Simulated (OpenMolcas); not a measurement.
# Pd²⁺ in KCdF3: CASSCF and CASPT2 levels and susceptibility

Aim: the ligand-field states of Pd²⁺ in this surrounding, its lowest levels with spin-orbit coupling and its magnetic susceptibility.

The numbers are computed with OpenMolcas 26.06 (state-averaged CASSCF and CASPT2, spin-orbit coupling by RASSI with atomic mean-field integrals), except any that are marked as measured or tabulated.

### 1 The atom as given

* Species: Pd²⁺ (palladium, Z = 46, 44 electrons)
* Basis: ANO-RCC-VDZP [6s5p3d1f], 151 functions with the ligands
* Scalar Hamiltonian: DKH2, point nucleus
* Inactive shells: 1s 2s 2p 3s 3p 3d 4s 4p of the metal, and all ligand shells
* Active space: 8 electrons in 5 orbitals (4d)
* Some configurations of this space: 4d⁸
* Orbitals: optimised for each spin and parity, averaged over all roots

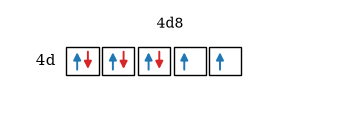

Outer shells as boxes.

Pd²⁺ is taken with its 6 nearest fluoride ions at 2.306 Å, on the cation site of KCdF3 (a = 4.302 Å). The rest of the host is ab initio model potentials to 7.6 Å, with orthogonalisation functions on the cations behind the ligands, and point charges beyond; the distance is set by hand, nothing relaxes, and no local charge compensation is placed. Ligand basis ANO-RCC-VDZP.

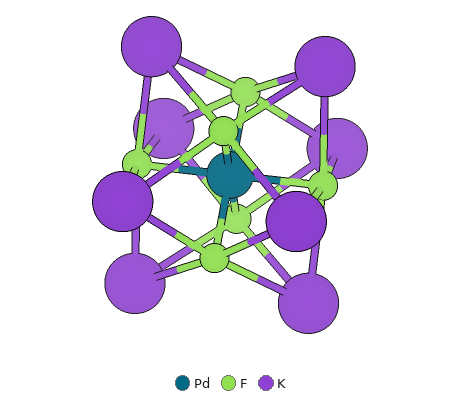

The cluster and the nearest host cations, which are model potentials (palladium blue, fluorine green, potassium purple); what lies farther out is not drawn.

```xyz
15

Pd    0.0000    0.0000    0.0000
F     2.3060    0.0000    0.0000
F     0.0000    2.3060    0.0000
F    -2.3060    0.0000    0.0000
F     0.0000   -2.3060    0.0000
F     0.0000    0.0000    2.3060
F     0.0000    0.0000   -2.3060
K     2.1510   -2.1510   -2.1510
K    -2.1510    2.1510    2.1510
K     2.1510   -2.1510    2.1510
K    -2.1510    2.1510   -2.1510
K     2.1510    2.1510   -2.1510
K    -2.1510   -2.1510    2.1510
K     2.1510    2.1510    2.1510
K    -2.1510   -2.1510   -2.1510
```

Each step is its own input file, run in one work folder so that later steps find the files of earlier ones. Labels, J, g values, rates, χT and fits are worked out afterwards by a script from the matrices that RASSI stores.

### 2 One- and two-electron integrals

The input, a.inp:

```
&GATEWAY
Basis set
Pd.ANO-RCC-VDZP.
Pd1 0.0 0.0 0.0 Angstrom
End of basis
Basis set
F.ANO-RCC-VDZP.
L1 2.306000 0.000000 0.000000 Angstrom
L2 0.000000 2.306000 0.000000 Angstrom
L3 0.000000 0.000000 2.306000 Angstrom
End of basis
Basis set
Cd.EMB-AIMP.Lopez-Moraza.11s7p.1s1p.ECP.KCdF3.
PseudoCharge
* 3 symmetry-unique lattice sites within 7.6 angstrom
End of basis
Basis set
K.EMB-AIMP.Lopez-Moraza.0s.0s.ECP.KCdF3.
PseudoCharge
* 16 symmetry-unique lattice sites within 7.6 angstrom
End of basis
Basis set
Cd.EMB-AIMP.Lopez-Moraza.0s.0s.ECP.KCdF3.
PseudoCharge
* 10 symmetry-unique lattice sites within 7.6 angstrom
End of basis
Basis set
F.EMB-AIMP.Lopez-Moraza.0s.0s.ECP.KCdF3.
PseudoCharge
* 27 symmetry-unique lattice sites within 7.6 angstrom
End of basis
Symmetry
XYZ
AngMom=0.0 0.0 0.0
AMFI
RICD
XField
1533 Angstrom 0
* Evjen-weighted lattice charges
&SEWARD
```

On the command line:

```
OMP_NUM_THREADS=1 MOLCAS_MEM=2457 MOLCAS_PROJECT=a pymolcas a.inp > a.log
```

The program printed:

```text
Basis set label: PD.ANO-RCC...6S5P3D1F.

      Electronic valence basis set:
      ------------------
      Associated Effective Charge  46.000000 au
      Associated Actual Charge     46.000000 au
      Nuclear Model: Point charge

      Shell  nPrim  nBasis  Cartesian Spherical Contaminant
         s      21       6        X
         p      18       5        X
         d      13       3                 X
         f       6       1                 X
                  Relativistic Douglas-Kroll-Hess integrals:
                    - DKH order of Hamiltonian: 2
                    - DKH order of Properties : 0
                  Atomic mean-field integrals
```

### 3 CASSCF: triplets, 10 roots

The input, a.inp:

```
&RASSCF
FileOrb=start.orb
Symmetry=1
Spin=3
nActEl=8 0 0
Inactive=24 24
Ras2=5 0
CIRoot=10 10 1
SDav=10
CIMx=300
Iter=150 100
PrWF=0.3
OrbListing=Nothing
MaxOrb=0
LevShft=1.0
>>> COPY $Project.JobIph JOB001
```

start.orb holds start orbitals that the driver prepared beforehand, or those of the step before.

The program printed (excerpt; [...] marks lines left out):

```text
[...]
      Number of active orbitals                  5
[...]
      Spin quantum number                      1.0
[...]
      Active orbitals                            5   0
[...]
      Number of CSFs                            10
      Number of root(s) required                10
[...]
      Convergence after 13 iterations
[...]
      Natural orbitals and occupation numbers for root  1
      sym 1:   2.000000   2.000000   2.000000   1.000000   1.000000
      Natural orbitals and occupation numbers for root  2
      sym 1:   2.000000   1.000016   1.999984   1.999984   1.000016
      Natural orbitals and occupation numbers for root  3
      sym 1:   2.000000   1.999983   1.000017   1.000017   1.999983
::    RASSCF root number  1 Total energy:  -5640.94835015
::    RASSCF root number  2 Total energy:  -5640.90922044
::    RASSCF root number  3 Total energy:  -5640.90922044
[...]
::    RASSCF root number  7 Total energy:  -5640.88369425
::    RASSCF root number  8 Total energy:  -5640.83472966
::    RASSCF root number  9 Total energy:  -5640.83472966
::    RASSCF root number 10 Total energy:  -5640.83472966
```

### 4 CASSCF: singlets, 15 roots

The input, a.inp:

```
&RASSCF
FileOrb=start.orb
Symmetry=1
Spin=1
nActEl=8 0 0
Inactive=24 24
Ras2=5 0
CIRoot=15 15 1
SDav=15
CIMx=300
Iter=150 100
PrWF=0.3
OrbListing=Nothing
MaxOrb=0
LevShft=1.0
>>> COPY $Project.JobIph JOB002
```

The program printed (excerpt; [...] marks lines left out):

```text
[...]
      Number of active orbitals                  5
[...]
      Spin quantum number                      0.0
[...]
      Active orbitals                            5   0
[...]
      Number of CSFs                            15
      Number of root(s) required                15
[...]
      Convergence after 13 iterations
[...]
      Natural orbitals and occupation numbers for root  1
      sym 1:   1.025111   1.968965   1.025111   1.997953   1.982859
      Natural orbitals and occupation numbers for root  2
      sym 1:   1.025111   1.997553   1.025111   1.968565   1.983659
      Natural orbitals and occupation numbers for root  3
      sym 1:   2.000000   1.924509   1.075486   1.924526   1.075480
::    RASSCF root number  1 Total energy:  -5640.88638932
::    RASSCF root number  2 Total energy:  -5640.88638932
::    RASSCF root number  3 Total energy:  -5640.84924451
[...]
::    RASSCF root number 12 Total energy:  -5640.79675907
::    RASSCF root number 13 Total energy:  -5640.79675907
::    RASSCF root number 14 Total energy:  -5640.79675907
::    RASSCF root number 15 Total energy:  -5640.69037027
```

### 5 RASSI: spin-orbit coupling between the states

The input, a.inp:

```
&RASSI
NrOfJobIphs=2 10 15
1 2 3 4 5 6 7 8 9 10
1 2 3 4 5 6 7 8 9 10 11 12 13 14 15
IphNames
JOB001
JOB002
EJob
SpinOrbit
DIPRint=1.0
SOCoupling=1000.0
Subsets=2
Property=9
'ANGMOM' 1 'ANGMOM' 2 'ANGMOM' 3 'MLTPL  1' 1 'MLTPL  1' 2 'MLTPL  1' 3
'AMFI' 1 'AMFI' 2 'AMFI' 3
SOProperty=3
'ANGMOM' 1 'ANGMOM' 2 'ANGMOM' 3
```

The program printed (excerpt; [...] marks lines left out):

```text
SPIN-FREE ENERGIES:
  (Shifted by EMIN (a.u.) =      -5640.9483501477)
 SF State       Relative EMIN(au)   Rel lowest level(eV)    D:o, cm**(-1)
     1             0.0000000000        0.0000000000              0.0000
     2             0.0391297067        1.0647735632           8587.9780
     3             0.0391297067        1.0647735632           8587.9780
     4             0.0391297067        1.0647735632           8587.9780
    11             0.0619608313        1.6860401133          13598.8306
    12             0.0619608313        1.6860401133          13598.8306
     7             0.0646559004        1.7593766790          14190.3299
     5             0.0646559004        1.7593766790          14190.3299
     6             0.0646559004        1.7593766790          14190.3299
    13             0.0991056403        2.6968018585          21751.1739
[...]
Eigenvalues of complex Hamiltonian:
   -----------------------------------
  (Shifted by EMIN (a.u.) =      -5640.9483501477)
 SO State       Relative EMIN(au)   Rel lowest level(eV)    D:o, cm**(-1)
     1            -0.0026970031        0.0000000000              0.0000
     2            -0.0026970031        0.0000000000              0.0000
     3            -0.0026970031        0.0000000000              0.0000
     4             0.0323946368        0.9548921682           7701.7247
     5             0.0323946368        0.9548921672           7701.7247
     6             0.0353221559        1.0345540210           8344.2409
     7             0.0353221559        1.0345540204           8344.2409
     8             0.0353221559        1.0345540223           8344.2409
     9             0.0407851038        1.1832084059           9543.2194
    10             0.0407851038        1.1832084070           9543.2194
    11             0.0407851038        1.1832084076           9543.2194
[...]
```

These steps: 22 s of run time, 1 thread of Arm Neoverse V1, shared host.

States without spin-orbit coupling:

| state | degeneracy | E (cm-1) | free-ion L (%) |
| --- | --- | --- | --- |
| 3A2 | 1 | 0 | F (100) |
| 3T2 | 3 | 8588 | F (100) |
| 1E | 2 | 13599 | D (76) |
| 3T1 | 3 | 14190 | F (89) |
| 1T2 | 3 | 21751 | D (84) |
| 1A1 | 1 | 22301 | G (93) |
| 3T1 | 3 | 24937 | P (89) |
| 1T1 | 3 | 26141 | G (100) |
| 1E | 2 | 32860 | G (76) |
| 1T2 | 3 | 33270 | G (84) |
| 1A1 | 1 | 56620 | S (93) |

With spin-orbit coupling:

```csv
E (cm-1),Degeneracy,Label,2S+1
0.0,3,T2,3
7702,2,E,3
8344,3,T1,3
9543,3,T2,3
9934,1,A2,3
12549,1,A1,3
12843,2,E,1
14137,3,T1,3
15897,3,T2,3
17683,2,E,3
21113,3,T2,1
23063,1,A1,1
25193,2,E,3
25988,3,T1,3
26406,3,T2,3
26417,1,A1,3
27000,3,T1,1
33714,2,E,1
34084,3,T2,1
57632,1,A1,1
```

Powder χT (cm³ K/mol): 1.60 at 2 K, 1.60 at 5 K, 1.60 at 10 K, 1.60 at 20 K, 1.61 at 50 K, 1.62 at 100 K, 1.63 at 150 K, 1.64 at 200 K, 1.65 at 250 K, 1.66 at 300 K.

A ligand-field fit to the states below 45000 cm-1 gives 10Dq = 8689 cm-1, B = 888 cm-1 and C = 3515 cm-1 (C/B = 3.96), with a deviation of 70 cm-1.

The orbitals of the open shell are 91 to 98 % metal; the Mulliken charge of the metal is +1.34 e.

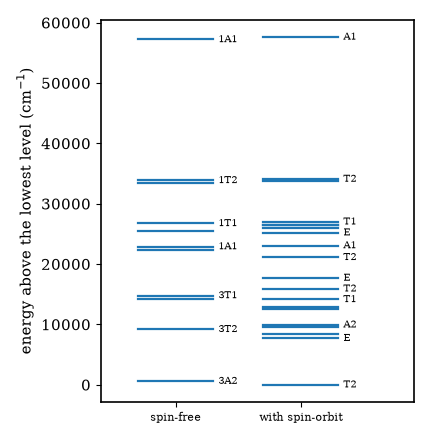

The states in the field without (left) and with (right) spin-orbit coupling.

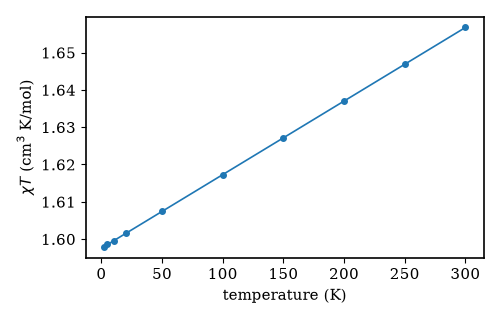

χT against temperature.

### 6 CASPT2: IPEA 0.25, imaginary shift 0.1 (closed shells correlated: 4s 4p of the metal, with ligand shells; the Frozen line counts the rest)

The input, a.inp:

```
>>> COPY JOB001 $Project.JobIph
&CASPT2
Multistate=10 1 2 3 4 5 6 7 8 9 10
NoMult
Frozen=11 9
IPEA=0.25
Imaginary=0.1
MaxIter=60
WThr=0.0 0.3 0.05
PrWF=0.5
NoMix
>>> COPY JOB002 $Project.JobIph
&CASPT2
Multistate=15 1 2 3 4 5 6 7 8 9 10 11 12 13 14 15
NoMult
Frozen=11 9
IPEA=0.25
Imaginary=0.1
MaxIter=60
WThr=0.0 0.3 0.05
PrWF=0.5
NoMix
```

The program printed:

```text
Orbital specifications:
      -----------------------

      Symmetry species                           1   2
                                                ag  au
      Frozen orbitals                           11   9
      Inactive orbitals                         13  15
      Active orbitals                            5   0
      Secondary orbitals                        46  52
      Deleted orbitals                           0   0
      Number of basis functions                 75  76
Type of calculation                        SS-CASPT2
      Fock operator                              state-specific
      IPEA shift                                 0.25
      Real shift                                 0.00
      Imaginary shift                            0.10
      The input orbitals will be transformed to quasi-canonical
Reference energy:       -5640.9483501477
      E2 (Non-variational):      -1.6083429188
      Shift correction:          -0.0010552263
      E2 (Variational):          -1.6093981451
      Total energy:           -5642.5577482928
      Residual norm:              0.0000009049
      Reference weight:           0.72593
      Contributions to the CASPT2 correlation energy
      Active & Virtual Only:         -0.1738880883
      One Inactive Excited:          -0.1912300259
      Two Inactive Excited:          -1.2432248046
Reference energy:       -5640.9092204410
      E2 (Non-variational):      -1.5969778929
      Shift correction:          -0.0010312814
      E2 (Variational):          -1.5980091743
      Total energy:           -5642.5072296153
      Residual norm:              0.0000003764
      Reference weight:           0.72866
      Contributions to the CASPT2 correlation energy
      Active & Virtual Only:         -0.1711729154
      One Inactive Excited:          -0.1927771811
      Two Inactive Excited:          -1.2330277965
::    CASPT2 Root  1     Total energy:  -5642.55774829
::    CASPT2 Root  2     Total energy:  -5642.50722962
::    CASPT2 Root  3     Total energy:  -5642.50709807
::    CASPT2 Root  4     Total energy:  -5642.50709621
::    CASPT2 Root  5     Total energy:  -5642.48110967
::    CASPT2 Root  6     Total energy:  -5642.48110315
::    CASPT2 Root  7     Total energy:  -5642.48107150
::    CASPT2 Root  8     Total energy:  -5642.43878556
::    CASPT2 Root  9     Total energy:  -5642.43876260
::    CASPT2 Root 10     Total energy:  -5642.43875089
Orbital specifications:
      -----------------------

      Symmetry species                           1   2
                                                ag  au
      Frozen orbitals                           11   9
      Inactive orbitals                         13  15
      Active orbitals                            5   0
      Secondary orbitals                        46  52
      Deleted orbitals                           0   0
      Number of basis functions                 75  76
Type of calculation                        SS-CASPT2
      Fock operator                              state-specific
      IPEA shift                                 0.25
      Real shift                                 0.00
      Imaginary shift                            0.10
      The input orbitals will be transformed to quasi-canonical
Reference energy:       -5640.8863893164
      E2 (Non-variational):      -1.6261281777
      Shift correction:          -0.0011481860
      E2 (Variational):          -1.6272763638
      Total energy:           -5642.5136656802
      Residual norm:              0.0000001116
      Reference weight:           0.72066
      Contributions to the CASPT2 correlation energy
      Active & Virtual Only:         -0.1760773782
      One Inactive Excited:          -0.2016019112
      Two Inactive Excited:          -1.2484488883
Reference energy:       -5640.8863893164
      E2 (Non-variational):      -1.6261276790
      Shift correction:          -0.0011481748
      E2 (Variational):          -1.6272758538
      Total energy:           -5642.5136651702
      Residual norm:              0.0000001116
      Reference weight:           0.72066
      Contributions to the CASPT2 correlation energy
      Active & Virtual Only:         -0.1760764042
      One Inactive Excited:          -0.2016023968
      Two Inactive Excited:          -1.2484488781
::    CASPT2 Root  1     Total energy:  -5642.51366568
::    CASPT2 Root  2     Total energy:  -5642.51366517
::    CASPT2 Root  3     Total energy:  -5642.46138637
::    CASPT2 Root  4     Total energy:  -5642.46137923
::    CASPT2 Root  5     Total energy:  -5642.46138096
::    CASPT2 Root  6     Total energy:  -5642.47497634
::    CASPT2 Root  7     Total energy:  -5642.44126957
::    CASPT2 Root  8     Total energy:  -5642.44133394
::    CASPT2 Root  9     Total energy:  -5642.44136878
::    CASPT2 Root 10     Total energy:  -5642.39603000
::    CASPT2 Root 11     Total energy:  -5642.39593286
::    CASPT2 Root 12     Total energy:  -5642.39520866
::    CASPT2 Root 13     Total energy:  -5642.39522288
::    CASPT2 Root 14     Total energy:  -5642.39522445
::    CASPT2 Root 15     Total energy:  -5642.31880785
```

This run took 83 s in all on 1 thread of Arm Neoverse V1, shared host.

SS-CASPT2: lowest energy less the reference's lowest, -1.6094 hartree; reference weights 0.718 to 0.729.

Spin-free states, with their symmetry labels:

| state | degeneracy | E (cm-1) | free-ion L (%) |
| --- | --- | --- | --- |
| 3A2 | 1 | 0 | F (100) |
| 1E | 2 | 9675 | D (76) |
| 3T2 | 3 | 11107 | F (100) |
| 3T1 | 3 | 16824 | F (89) |
| 1A1 | 1 | 18166 | G (93) |
| 1T2 | 3 | 21150 | D (84) |
| 1T1 | 3 | 25552 | G (100) |
| 3T1 | 3 | 26114 | P (89) |
| 1E | 2 | 35504 | G (76) |
| 1T2 | 3 | 35671 | G (84) |
| 1A1 | 1 | 52441 | S (93) |

With spin-orbit coupling:

```
E (cm-1)  Degeneracy  Label  2S+1
       0           3     T2     3
    8620           2      E     1
   10750           3     T1     3
   11300           2      E     3
   11840           3     T2     3
   12350           1     A2     3
   14650           1     A1     3
   16640           3     T1     3
   18350           3     T2     3
   19260           2      E     3
   19310           1     A1     1
   20880           3     T2     1
   26120           3     T1     1
   26250           2      E     3
   27130           3     T2     3
   27300           3     T1     3
   27360           1     A1     3
   36250           2      E     1
   36370           3     T2     1
   53440           1     A1     1
```

Powder χT (cm³ K/mol): 1.47 at 2 K, 1.47 at 5 K, 1.48 at 10 K, 1.48 at 20 K, 1.48 at 50 K, 1.49 at 100 K, 1.50 at 150 K, 1.51 at 200 K, 1.51 at 250 K, 1.52 at 300 K.

### 7 The methods side by side

A. CASSCF
B. SS-CASPT2, IPEA 0.25, imaginary shift 0.1 (closed shells correlated: 4s 4p of the metal, with ligand shells; the Frozen line counts the rest)

| method | ground state | first state of that spin (cm-1) | first gap with spin-orbit (cm-1) | χT at 300 K |
| --- | --- | --- | --- | --- |
| A | 3A2 | 3T2 8588 | 7701.7 | 1.66 |
| B | 3A2 | 3T2 11110 | 8621.3 | 1.52 |

### 8 Summary of results

| quantity | value |
| --- | --- |
| method | SS-CASPT2, IPEA 0.25, imaginary shift 0.1 (closed shells correlated: 4s 4p of the metal, with ligand shells; the Frozen line counts the rest) |
| spin-free ground state | 3A2, 1-fold in its orbital part |
| first state of the same spin within the active space | 3T2 at 11100 cm⁻¹ |
| lowest level | 3-fold T2 |
| next level | 8621.3 cm⁻¹ |
| χT at 300 K | 1.52 cm³ K/mol |
| effective moment at 300 K | 3.49 μB |

Cost by method:

| method | time of its own steps | time with the reference |
| --- | --- | --- |
| A. CASSCF | 22 s | 22 s |
| B. SS-CASPT2, IPEA 0.25, imaginary shift 0.1, +4s 4p | 83 s | 1.8 min |

Times are of one thread on a shared host.

The spin-free ground state (3A2) comes to 100 % from free-ion F terms and keeps the highest spin of the shell. χT at 300 K is 1.52, against 1.00 cm³ K/mol for the spin alone, so orbital moment adds to it. CASPT2 does not keep the components of a term degenerate, and the means are used.
